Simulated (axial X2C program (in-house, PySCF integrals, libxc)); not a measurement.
**Linear SnOH at several levels**

How do method and spin–orbit coupling move the bonds and stretches of SnOH, held linear?

Method: all-electron X2C, two-component (2c) or spin-free, Sn dyall-v3z, O dyall-av3z, H dyall-v3z; program: an in-house X2C program for linear molecules on PySCF integrals.

All values are calculated.

2 further runs of the same task are left out: 2 set aside as unsound or not needed.

## Step 1: Set-up

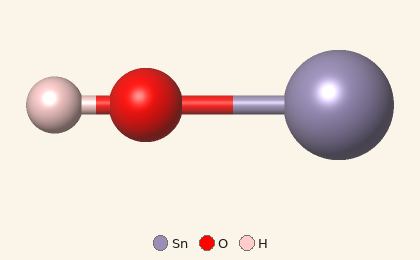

The atoms on one line, bonds 2.030 and 0.960 Å (tin purple, oxygen red, hydrogen pink).

task.json reads:

```json
{
 "zs": [
  50,
  8,
  1
 ],
 "q": 0,
 "bas": [
  "dyall-v3z",
  "dyall-av3z",
  "dyall-v3z"
 ],
 "r0": [
  2.03,
  0.96
 ],
 "symm": 0,
 "scan": [
  "PBE0",
  "HF",
  "BHandHLYP"
 ],
 "levels": [
  "PBE0",
  "HF",
  "PBE"
 ],
 "nst": 2
}
```

Keys: zs atomic numbers; q charge; bas basis sets; r0 starting distance in Å; symm equal bonds; scan levels of the two-bond scan (MP2 follows by itself at each HF point); levels methods; nst determinants followed.

Run with:

```console
$ python solin.py task.json out
```

Masses Sn 119.902, O 15.995, H 1.008 u.

## Step 2: Scan at PBE0, 2c

State: Ω = 1/2 (beyond evenly filled blocks: ω = 1/2). Energies above the lowest point, from the job's result record:

```
r(Sn–O) (Å)  r(O–H) (Å)  E (meV)
     1.9071      0.9282    39.92
     1.9071      0.9520    24.58
     1.9071      0.9758    40.73
     1.9560      0.9282    15.68
     1.9560      0.9520     0.00
     1.9560      0.9758    15.82
     1.9560      0.9996    58.33
     2.0049      0.9282    41.63
     2.0049      0.9520    25.57
     2.0049      0.9758    41.02
     2.0538      0.9520    90.00
     2.0538      0.9996   146.82
```

A quadratic surface with cubic terms in each bond gives the minimum at 1.954 and 0.951 Å, force constants 3.4, 8.95 and coupling -0.05 mdyn/Å.

## Step 3: Scan at HF, 2c

State: Ω = 1/2 (beyond evenly filled blocks: ω = 1/2). Energies above the lowest point, from the job's result record:

```
r(Sn–O) (Å)  r(O–H) (Å)  E (meV)
     1.9071      0.9282    12.51
     1.9071      0.9520    22.43
     1.9071      0.9758    64.17
     1.9560      0.9282     0.00
     1.9560      0.9520     9.49
     1.9560      0.9758    50.79
     1.9560      0.9996   119.05
     2.0049      0.9282    38.13
     2.0049      0.9520    47.17
     2.0049      0.9758    88.01
     2.0538      0.9520   123.75
     2.0538      0.9996   231.46
```

A quadratic surface with cubic terms in each bond gives the minimum at 1.942 and 0.933 Å, force constants 3.61, 10.1 and coupling -0.06 mdyn/Å.

## Step 4: Scan at BHandHLYP, 2c

State: Ω = 1/2 (beyond evenly filled blocks: ω = 1/2). Energies above the lowest point, from the job's result record:

```
r(Sn–O) (Å)  r(O–H) (Å)  E (meV)
     1.9071      0.9282    24.99
     1.9071      0.9520    21.05
     1.9071      0.9758    48.45
     1.9560      0.9282     4.29
     1.9560      0.9520     0.00
     1.9560      0.9758    27.06
     1.9560      0.9996    80.65
     2.0049      0.9282    34.24
     2.0049      0.9520    29.57
     2.0049      0.9758    56.25
     2.0538      0.9520    98.31
     2.0538      0.9996   177.41
```

A quadratic surface with cubic terms in each bond gives the minimum at 1.950 and 0.943 Å, force constants 3.49, 9.38 and coupling -0.05 mdyn/Å.

## Step 5: The levels side by side

| level | r(Sn–O) (Å) | r(O–H) (Å) | lower stretch (cm⁻¹) | upper stretch (cm⁻¹) |
| --- | --- | --- | --- | --- |
| PBE0, 2c | 1.954 | 0.951 | 621.4 | 4005.8 |
| HF, 2c | 1.942 | 0.933 | 640.9 | 4249.5 |
| BHandHLYP, 2c | 1.950 | 0.943 | 629.6 | 4101.0 |
| MP2, 2c | 1.948 | 0.954 | 626.3 | 3982.3 |
| PBE0, spin-free | 1.951 | 0.951 | 624.8 | 4006.8 |
| HF, spin-free | 1.939 | 0.933 | 644.7 | 4249.8 |
| BHandHLYP, spin-free | 1.947 | 0.943 | 633.6 | 4102.0 |
| MP2, spin-free | 1.945 | 0.954 | 629.9 | 3982.6 |

Scans not shown above were run alike.

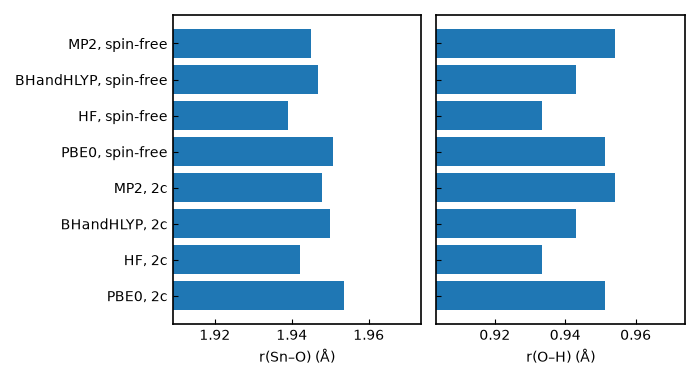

The two bond lengths by level.

**Reading.** Over the levels the Sn–O bond spans 1.939 to 1.954 Å and the O–H bond 0.933 to 0.954 Å. At PBE0 going from spin-free to two-component moves the bonds by +0.003 and +0.000 Å. Each state is one determinant, the lowest of a limited PBE0 search; the stretches come from a fit to few points and are good to some per cent at best. MP2 freezes inner shells (threshold -2 hartree). The molecule was held linear; bending was not examined, so a bent shape may lie lower. Note: functional without a current term on a determinant with orbital currents, of the molecule or an atom.
